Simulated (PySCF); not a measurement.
**KNa (Sodium Potassium) at 6 levels**

Aim: a comparison of 6 runs (HF/def2-SVP, PBE0/def2-SVP, PBE/def2-TZVP, BP86/6-311+G**, MP2/pcseg-2, CCSD/pcseg-2) of KNa (Sodium Potassium). The job is set up through a Python script.

The calculation is run with PySCF 2.14.0.

## (1) The structure to begin with

The species is KNa (2 atoms), typed as a singlet with charge 0. As SMILES, `[Na][K]`. Geometry: a GFN2-xTB relaxation, a rough one for these elements and not checked as a minimum.

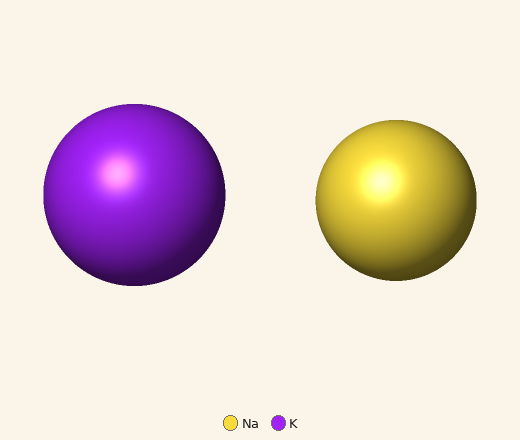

The structure, seen from a chosen angle (sodium yellow, potassium purple).

## (2) Energy and forces at HF/def2-SVP (run 1)

input.py reads:

```python
from pyscf import gto

molecule = gto.Mole()
molecule.atom = 'Na 0.000000 0.000000 0.000000; K 0.000000 0.000000 3.047590'
molecule.charge = 0
molecule.verbose = 3
molecule.basis = 'def2-svp'
molecule.max_memory = 1860
molecule.build()

hf = molecule.RHF()
hf.conv_tol = 1e-10
hf.kernel()
if not hf.converged:
    hf = hf.newton().run(hf.mo_coeff, hf.mo_occ)

e_final = hf.e_tot
print('Final energy', e_final)
grad = hf.nuc_grad_method().kernel()
dip = hf.dip_moment()
pop, q = hf.mulliken_pop()
```

The run is started by

```sh
OMP_NUM_THREADS=1 python input.py
```

Output:

```text
converged SCF energy = -760.859480496653
Final energy -760.8594804966528
--------------- RHF gradients ---------------
         x                y                z
0 Na    -0.0000000000    -0.0000000000     0.0151584639
1 K     0.0000000000     0.0000000000    -0.0151584639
----------------------------------------------
Dipole moment(X, Y, Z, Debye): -0.00000, -0.00000,  3.10932
 ** Mulliken pop  **
pop of  0 Na 1s           1.99974
pop of  0 Na 2s           1.99518
pop of  0 Na 3s           0.37383
pop of  0 Na 4s           0.74125
pop of  0 Na 2px          1.99690
pop of  0 Na 2py          1.99690
pop of  0 Na 2pz          1.99576
pop of  0 Na 3px          0.00341
pop of  0 Na 3py          0.00341
pop of  0 Na 3pz          0.04163
pop of  0 Na 3dxy         0.00000
pop of  0 Na 3dyz         0.00020
pop of  0 Na 3dz^2        0.00038
pop of  0 Na 3dxz         0.00020
pop of  0 Na 3dx2-y2      0.00000
pop of  1 K 1s            1.99998
pop of  1 K 2s            1.99985
pop of  1 K 3s            1.99782
pop of  1 K 4s            0.67358
pop of  1 K 5s            0.12251
pop of  1 K 2px           1.99967
pop of  1 K 2py           1.99967
pop of  1 K 2pz           1.99943
pop of  1 K 3px           1.99721
pop of  1 K 3py           1.99721
pop of  1 K 3pz           1.99564
pop of  1 K 4px           0.00252
pop of  1 K 4py           0.00252
pop of  1 K 4pz           0.05539
pop of  1 K 3dxy          0.00000
pop of  1 K 3dyz          0.00004
pop of  1 K 3dz^2         0.00124
pop of  1 K 3dxz          0.00004
pop of  1 K 3dx2-y2       0.00000
pop of  1 K 4dxy          0.00000
pop of  1 K 4dyz          0.00006
pop of  1 K 4dz^2         0.00680
pop of  1 K 4dxz          0.00006
pop of  1 K 4dx2-y2       0.00000
 ** Mulliken atomic charges  **
charge of    0Na =     -0.14878
charge of    1K =      0.14878
```

It took 3 s on 1 thread of Intel Xeon at 2.50GHz (Skylake/Cascade Lake), shared host; peak memory 0.12 GiB.

## (3) Energy and forces at PBE0/def2-SVP (run 2)

calc.py reads:

```python
from pyscf import gto, dft

system = gto.M(
    atom='Na 0.000000 0.000000 0.000000; K 0.000000 0.000000 3.047590',
    max_memory=1860,
    basis='def2-svp',
    verbose=4,
    charge=0,
)

mf = dft.RKS(system)
mf.xc = 'pbe0'
mf.conv_tol = 1e-10
mf.grids.level = 5
mf.kernel()
if not mf.converged:
    mf = mf.newton().run(mf.mo_coeff, mf.mo_occ)

energy = mf.e_tot
print('Final energy', energy)
grad = mf.nuc_grad_method().kernel()
mf.analyze()
```

The run is started by

```sh
OMP_NUM_THREADS=1 python calc.py
```

Output:

```text
PySCF version 2.14.0

[INPUT] num. atoms = 2
[INPUT] num. electrons = 30
[INPUT] charge = 0
[INPUT] spin (= nelec alpha-beta = 2S) = 0
[INPUT] symmetry False subgroup None
[INPUT] Mole.unit = angstrom
[INPUT] Symbol           X                Y                Z      unit          X                Y                Z       unit  Magmom
[INPUT]  1 Na     0.000000000000   0.000000000000   0.000000000000 AA    0.000000000000   0.000000000000   0.000000000000 Bohr   0.0
[INPUT]  2 K      0.000000000000   0.000000000000   3.047590000000 AA    0.000000000000   0.000000000000   5.759110439963 Bohr   0.0

nuclear repulsion = 36.2903268098005
number of shells = 17
number of NR pGTOs = 84
number of NR cGTOs = 39
basis = def2-svp
ecp = {}

[... 60 lines left out ...]
One-electron Energy =                -1124.398428600881516
[... 7 lines left out ...]
MO #3   energy= -13.2943908120463  occ= 2
[... 5 lines left out ...]
MO #9   energy= -1.15017547609784  occ= 2
[... 5 lines left out ...]
MO #15  energy= -0.122491055435823 occ= 2
[... 5 lines left out ...]
MO #21  energy= 0.0366897927076851 occ= 0
[... 5 lines left out ...]
MO #27  energy= 0.143032248818719  occ= 0
[... 5 lines left out ...]
MO #33  energy= 0.35170531526581   occ= 0
[... 5 lines left out ...]
MO #39  energy= 0.63270925002089   occ= 0
[... 44 lines left out ...]
Dipole moment(X, Y, Z, Debye):  0.00000,  0.00000,  2.50134
```

It took 6.9 s on 1 thread of Intel Xeon at 2.50GHz (Skylake/Cascade Lake), shared host; peak memory 0.42 GiB.

Runs 3 to 5 aren't shown in full; the table further down has their settings and results.

## (4) The energy at CCSD/pcseg-2 (run 6)

start.xyz reads:

```xyz
2

Na     0.000000     0.000000     0.000000
K      0.000000     0.000000     3.047590
```

job.py reads:

```python
from pyscf import gto, scf, cc

molecule = gto.M(
    atom='start.xyz',
    max_memory=1860,
    verbose=4,
    basis='pcseg-2',
)

calc0 = scf.RHF(molecule)
calc0.conv_tol = 1e-10
calc0.kernel()
if not calc0.converged:
    calc0 = calc0.newton().run(calc0.mo_coeff, calc0.mo_occ)

mycc = cc.CCSD(calc0, frozen=6)
mycc.kernel()
e_tot = mycc.e_tot
print('Final energy', e_tot)
calc0.analyze()
```

The run is started by

```sh
OMP_NUM_THREADS=1 python job.py
```

Output:

```text
PySCF version 2.14.0

[INPUT] num. atoms = 2
[INPUT] num. electrons = 30
[INPUT] charge = 0
[INPUT] spin (= nelec alpha-beta = 2S) = 0
[INPUT] symmetry False subgroup None
[INPUT] Mole.unit = angstrom
[INPUT] Symbol           X                Y                Z      unit          X                Y                Z       unit  Magmom
[INPUT]  1 Na     0.000000000000   0.000000000000   0.000000000000 AA    0.000000000000   0.000000000000   0.000000000000 Bohr   0.0
[INPUT]  2 K      0.000000000000   0.000000000000   3.047590000000 AA    0.000000000000   0.000000000000   5.759110439963 Bohr   0.0

nuclear repulsion = 36.2903268098005
number of shells = 6
number of NR pGTOs = 133
number of NR cGTOs = 52
basis = pcseg-2
ecp = {}

[... 69 lines left out ...]
Nuclear Repulsion Energy =              36.290326809800533
[... 9 lines left out ...]
MO #4   energy= -11.4993373931202  occ= 2
[... 7 lines left out ...]
MO #12  energy= -0.953781356142201 occ= 2
[... 7 lines left out ...]
MO #20  energy= 0.091520014117508  occ= 0
[... 7 lines left out ...]
MO #28  energy= 0.173721831322083  occ= 0
[... 7 lines left out ...]
MO #36  energy= 0.428766037213477  occ= 0
[... 7 lines left out ...]
MO #44  energy= 0.70237264908869   occ= 0
[... 7 lines left out ...]
MO #52  energy= 4.28111263649122   occ= 0
[... 57 lines left out ...]
Dipole moment(X, Y, Z, Debye): -0.00000, -0.00000,  3.22102
```

Wall time 6.6 s (1 thread of Intel Xeon at 2.50GHz (Skylake/Cascade Lake), shared host); peak memory 0.15 GiB.

## (5) All runs side by side

```tsv
run	level	integration grid	frozen core orbitals	task	energy (Eh)	dipole moment (D) of the reference	HOMO energy (eV)	LUMO energy (eV)	wall time
1	HF/def2-SVP	–	–	gradient	-760.859480	3.11	-4.13	0.18	3 s
2	PBE0/def2-SVP	5	–	gradient	-761.794490	2.50	-3.33	-1.15	6.9 s
3	PBE/def2-TZVP	5	–	gradient	-761.871933	2.44	-2.89	-1.59	15 s
4	BP86/6-311+G**	5	–	gradient	-762.260122	2.35	-2.98	-1.69	16 s
5	MP2/pcseg-2	–	6	gradient	-761.179221	3.22	-4.17	0.17	14 s
6	CCSD/pcseg-2	–	6	energy	-761.202721	3.22	-4.17	0.17	6.6 s
```

## (6) Summary of results

```
                                          quantity          value
                               run 6: total energy  -761.20272 Eh
       run 6: dipole moment (Hartree–Fock density)         3.22 D
        run 6: HOMO energy (Hartree–Fock orbitals)       -4.17 eV
        run 6: LUMO energy (Hartree–Fock orbitals)        0.17 eV
      run 6: HOMO–LUMO gap (Hartree–Fock orbitals)        4.34 eV
run 6: correlation energy (6 core orbitals frozen)     -214.8 mEh
                              run 6: T1 diagnostic          0.014
```

In words: Among the runs that give it from their own density at one geometry, the dipole moment runs from 2.35 D (BP86/6-311+G**) to 3.11 D (HF/def2-SVP). Basis or surroundings differ between these two runs. Among the runs that give it from their own density at one geometry, the HOMO–LUMO gap runs from 1.29 eV (BP86/6-311+G**) to 4.31 eV (HF/def2-SVP). Totals of different functionals can't be ranked against each other. All runs together took 62 s, the longest 16 s.
